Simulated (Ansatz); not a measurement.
**BNHS (doublet): correlated methods under varied settings at angle N2–B1–H4 = 154.5°**

Aim: run BNHS (doublet) at one geometry under a spread of methods, basis sets, frozen cores, active spaces and options, and see what each costs and gives.

Method: the settings change from run to run; program: Ansatz 0.2.0, Gaussian basis.

## Step 1: The system

The geometry derives from a PBE0/def2-TZVP stationary point (not a proven minimum). One angle is set to the value named; bond lengths are kept.

4 atoms, charge 0, spin multiplicity 2.

Atoms are counted from 1 here; the program's logs count them from 0.

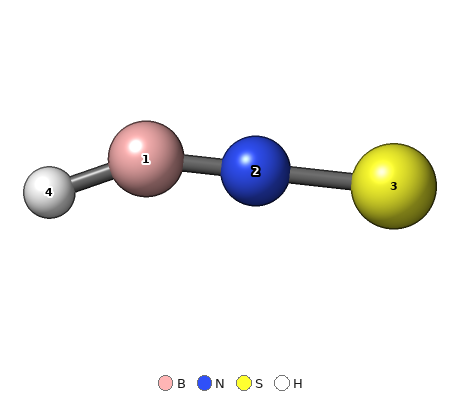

The geometry (boron pink, nitrogen blue, sulfur yellow, hydrogen white); atoms are numbered from 1 in the order of the file.

As a file:

```xyz
4
BHNS
B    -0.29057    0.00000    0.71366
N    -0.01344    0.00000   -0.51108
S     0.33641    0.00000   -2.05719
H    -0.03240    0.00000    1.85461
```

## Step 2: MP2 on ROHF/6-31G*

Input file in.yaml:

```yaml
crystal:
  periodic: [false, false, false]
  atoms:
    - {symbol: B, position_ang: [-0.290570, 0.000000, 0.713658]}
    - {symbol: N, position_ang: [-0.013440, 0.000000, -0.511079]}
    - {symbol: S, position_ang: [0.336409, 0.000000, -2.057192]}
    - {symbol: H, position_ang: [-0.032398, 0.000000, 1.854613]}
basis:
  gaussian: {orbitals: "6-31G*"}
magnetization: {spin_polarized: false, initial_magnetization: 1}
correlation: {method: mp2, electrons: valence}
output: {forces: true}
```

Started as:

```bash
$ ansatz run in.yaml --threads 1 --pin off --events-out ev --progress --plain --max-ram 2393MiB
```

Output:

```text
Functional definition: HF
  name "HF"
  cite "Fock, Z. Phys. 61, 126 (1930) doi:10.1007/BF01340294"
  parent pbe
  exchange = exact_x
  correlation = 0
479 factors; integrals over basis functions are off by at most 7.7e-4 eV
mean field evaluation 1: about -12983.0007 eV, gradient 2.3e1 eV
mean field evaluation 2: about -12983.0595 eV, gradient 2.3e1 eV
mean field evaluation 4: about -12984.6528 eV, gradient 4.2e0 eV
mean field evaluation 8: about -12984.7350 eV, gradient 4.6e-1 eV
mean field evaluation 16: about -12984.2755 eV, gradient 8.0e0 eV
mean field evaluation 32: about -12984.7295 eV, gradient 4.1e-2 eV
mean field evaluation 64: about -12984.6906 eV, gradient 1.5e0 eV
mean field -12984.73740130 eV, -477.1802981265 hartree, gradient 7.4e-6 eV, S^2 0.750000; 6 other end points of the search recorded, 0 dependent functions left out
mean field evaluation 96: about -12984.8578 eV, gradient 1.3e-1 eV
mean field evaluation 128: about -12984.8513 eV, gradient 5.8e-2 eV
7 core orbitals not correlated: weight in the atoms' cores, before any rotation towards them, 1.000 or more for the frozen orbitals, at most 0.000 for the correlated occupied ones
reference -12984.73740130 eV, -477.1802981265 hartree; 8, 7 occupied and 36, 37 virtual orbitals, 479 factors
second order -9.36070404 eV of doubles, -0.07440763 eV of singles
the calculation of the forces begins
Total energy: -12994.17251296 eV, -477.5270320848 hartree
Atom 0 at    -0.290570     0.000000     0.713658 Å, force     0.622714    -0.000000     1.160174 eV/Å
Atom 1 at    -0.013440     0.000000    -0.511079 Å, force    -0.145771     0.000000    -0.282105 eV/Å
Atom 2 at     0.336409     0.000000    -2.057192 Å, force     0.084948     0.000000    -1.065784 eV/Å
Atom 3 at    -0.032398     0.000000     1.854613 Å, force    -0.561891     0.000000     0.187715 eV/Å
Dipole moment:    -0.041621    -0.000000     0.243317 e Å
```

Wall time 4.1 s (1 thread of Arm Neoverse N1, shared host).

## Step 3: CCSDT on ROHF/STO-3G

in.yaml, as its differences from that of step 2:

```diff
@@ -8,5 +8,5 @@
 basis:
-  gaussian: {orbitals: "6-31G*"}
+  gaussian: {orbitals: STO-3G, fitting: {mean_field: def2-universal-jkfit}, point_charges: [{charge: 1.00, position_ang: [3.816, 0.699, -0.207]}]}
 magnetization: {spin_polarized: false, initial_magnetization: 1}
-correlation: {method: mp2, electrons: valence}
+correlation: {method: ccsdt, electrons: all, diis_vectors: 12}
 output: {forces: true}
```

Same command.

Output, shortened:

```text
Functional definition: HF
  name "HF"
  cite "Fock, Z. Phys. 61, 126 (1930) doi:10.1007/BF01340294"
  parent pbe
[...]
298 factors; integrals over basis functions are off by at most 8.7e-3 eV
[...]
mean field -12839.18745733 eV, -471.8314363431 hartree, gradient 1.0e-6 eV, S^2 0.750000; 6 other end points of the search recorded, 0 dependent functions left out
[...]
determinant -12839.18745733 eV, -471.8314363431 hartree, with singles and doubles -12843.45636954 eV, -471.9883159732 hartree
determinant -12839.07992565 eV, -471.8274846266 hartree, with singles and doubles -12843.34079605 eV, -471.9840687256 hartree
determinant -12839.18745733 eV, -471.8314363431 hartree, with singles and doubles -12843.45621751 eV, -471.9883103862 hartree
determinant -12839.07992565 eV, -471.8274846266 hartree, with singles and doubles -12843.34083789 eV, -471.9840702634 hartree
reference -12839.18745733 eV, -471.8314363431 hartree; 15, 14 occupied and 5, 6 virtual orbitals, 298 factors
second order -3.76105773 eV of doubles, -0.01603704 eV of singles
cycle   1  -3.85860905 eV  change   -8.1e-2 eV  update   1.2e-1
[...]
cycle  29  -4.46963416 eV  change   -8.0e-9 eV  update   4.2e-8
[...]
Total energy: -12843.65709150 eV, -471.9956923690 hartree
Atom 0 at    -0.290570     0.000000     0.713658 Å, force     0.920389    -0.067137    -0.060867 eV/Å
Atom 1 at    -0.013440     0.000000    -0.511079 Å, force    -0.996201     0.069837     4.335247 eV/Å
Atom 2 at     0.336409     0.000000    -2.057192 Å, force     0.725799    -0.018539    -4.275331 eV/Å
Atom 3 at    -0.032398     0.000000     1.854613 Å, force    -0.595321     0.028839    -0.014372 eV/Å
Dipole moment:    -0.026256    -0.001791    -0.149762 e Å
```

It took 46 s on 1 thread of Arm Neoverse N1, shared host; peak memory 0.29 GiB.

From the report: correlation -4.4696 eV; T1 0.016; largest double amplitude 0.09.

## Step 4: CCSD on UHF/def2-SVP

Input file in.yaml:

```yaml
crystal:
  periodic: [false, false, false]
  atoms:
    - {symbol: B, position_ang: [-0.290570, 0.000000, 0.713658]}
    - {symbol: N, position_ang: [-0.013440, 0.000000, -0.511079]}
    - {symbol: S, position_ang: [0.336409, 0.000000, -2.057192]}
    - {symbol: H, position_ang: [-0.032398, 0.000000, 1.854613]}
basis:
  gaussian: {orbitals: def2-SVP}
magnetization: {spin_polarized: true, initial_magnetization: 1}
correlation: {method: ccsd, electrons: all}
output: {forces: true}
```

Same command.

Output, shortened:

```text
Functional definition: HF
  name "HF"
  cite "Fock, Z. Phys. 61, 126 (1930) doi:10.1007/BF01340294"
  parent pbe
[...]
498 factors; integrals over basis functions are off by at most 1.2e-3 eV
[...]
mean field -12980.25092449 eV, -477.0154231448 hartree, gradient 8.7e-6 eV, S^2 0.767522; 9 other end points of the search recorded, 0 dependent functions left out
determinant -12980.25092449 eV, -477.0154231448 hartree, with singles and doubles -12990.74198698 eV, -477.4009625802 hartree
determinant -12980.23580134 eV, -477.0148673793 hartree, with singles and doubles -12990.70854838 eV, -477.3997337343 hartree
determinant -12980.25092449 eV, -477.0154231448 hartree, with singles and doubles -12990.74293050 eV, -477.4009972539 hartree
determinant -12980.23580134 eV, -477.0148673793 hartree, with singles and doubles -12990.70916446 eV, -477.3997563750 hartree
reference -12980.25092449 eV, -477.0154231448 hartree; 15, 14 occupied and 36, 37 virtual orbitals, 498 factors
second order -9.82380918 eV of doubles, -0.00000000 eV of singles
cycle   1  -10.49200281 eV  change    3.2e-6 eV  update   3.4e-6
[...]
cycle   4  -10.49199938 eV  change   -2.5e-9 eV  update   5.3e-9
[...]
Total energy: -12990.74292386 eV, -477.4009970102 hartree
Atom 0 at    -0.290570     0.000000     0.713658 Å, force     0.736494     0.000000     0.575864 eV/Å
Atom 1 at    -0.013440     0.000000    -0.511079 Å, force    -0.328938    -0.000000     0.098206 eV/Å
Atom 2 at     0.336409     0.000000    -2.057192 Å, force     0.130506     0.000000    -1.154649 eV/Å
Atom 3 at    -0.032398     0.000000     1.854613 Å, force    -0.538062    -0.000000     0.480579 eV/Å
Dipole moment:    -0.025073    -0.000000     0.182737 e Å
```

It took 79 s on 1 thread of Arm Neoverse N1, shared host; peak memory 0.34 GiB.

From the report: ⟨S²⟩ of the determinant 0.768 (pure doublet: 0.75); correlation -10.4920 eV; T1 0.017; largest double amplitude 0.05.

## Step 5: BCCD on ROHF/cc-pVDZ

in.yaml, as its differences from that of step 4:

```diff
@@ -8,5 +8,6 @@
 basis:
-  gaussian: {orbitals: def2-SVP}
-magnetization: {spin_polarized: true, initial_magnetization: 1}
-correlation: {method: ccsd, electrons: all}
+  gaussian: {orbitals: cc-pVDZ}
+magnetization: {spin_polarized: false, initial_magnetization: 1}
+correlation: {method: bccd, electrons: outside_noble_gas}
+scf: {omitted_lower_state_checks: [cluster_reference]}
 output: {forces: true}
```

The command is unchanged.

Output, shortened:

```text
Functional definition: HF
  name "HF"
  cite "Fock, Z. Phys. 61, 126 (1930) doi:10.1007/BF01340294"
  parent pbe
[...]
505 factors; integrals over basis functions are off by at most 1.1e-3 eV
[...]
mean field -12985.35577710 eV, -477.2030230182 hartree, gradient 1.4e-6 eV, S^2 0.750000; 6 other end points of the search recorded, 0 dependent functions left out
7 core orbitals not correlated: weight in the atoms' cores, before any rotation towards them, 1.000 or more for the frozen orbitals, at most 0.000 for the correlated occupied ones
reference -12985.35577710 eV, -477.2030230182 hartree; 8, 7 occupied and 36, 37 virtual orbitals, 505 factors
second order -9.60303700 eV of doubles, -0.07846998 eV of singles
cycle   1  -9.88768302 eV  change   -2.0e-1 eV  update   1.0e-1
[...]
cycle  25  -10.30303836 eV  change   -2.6e-9 eV  update   1.3e-8
[...]
the multipliers restart with 30 DIIS vectors
Total energy: -12995.65881546 eV, -477.5816526941 hartree
Atom 0 at    -0.290570     0.000000     0.713658 Å, force     0.571245    -0.000000     0.846082 eV/Å
Atom 1 at    -0.013440     0.000000    -0.511079 Å, force    -0.288972     0.000000     0.296356 eV/Å
Atom 2 at     0.336409     0.000000    -2.057192 Å, force     0.220057    -0.000000    -1.670649 eV/Å
Atom 3 at    -0.032398     0.000000     1.854613 Å, force    -0.502330    -0.000000     0.528211 eV/Å
Dipole moment:    -0.024376     0.000000     0.203545 e Å
Checks for a lower state left out: cluster_reference
```

It took 98 s on 1 thread of Arm Neoverse N1, shared host; peak memory 0.29 GiB.

From the report: correlation -10.3030 eV; largest double amplitude 0.06.

## Step 6: The runs in one table

Where basis and cores are those of an earlier UCCSDT(Q)/cc-pVDZ run (-12996.1610 eV), and the state is the same kind, the miss against it is given.

```csv
level,correlated,functions,energy (eV),from UCCSDT(Q) (meV),time
MP2 on ROHF/6-31G*,valence,51,-12994.1725,,4.1 s
CCSDT on ROHF/STO-3G (beside a point charge),all,20,-12843.6571,,46 s
CCSD on UHF/def2-SVP,all,51,-12990.7429,,79 s
BCCD on ROHF/cc-pVDZ,outside noble gas,51,-12995.6588,502.2,98 s
```

## Step 7: Summary of results

```
            quantity                              value
                runs                                  4
            quickest          MP2 on ROHF/6-31G*, 4.1 s
             slowest         BCCD on ROHF/cc-pVDZ, 98 s
nearest to UCCSDT(Q)  BCCD on ROHF/cc-pVDZ (+502.2 meV)
```

What this shows: Total energies in different bases or with other cores can't be set against each other. BCCD on ROHF/cc-pVDZ took 24 times as long as MP2 on ROHF/6-31G*.
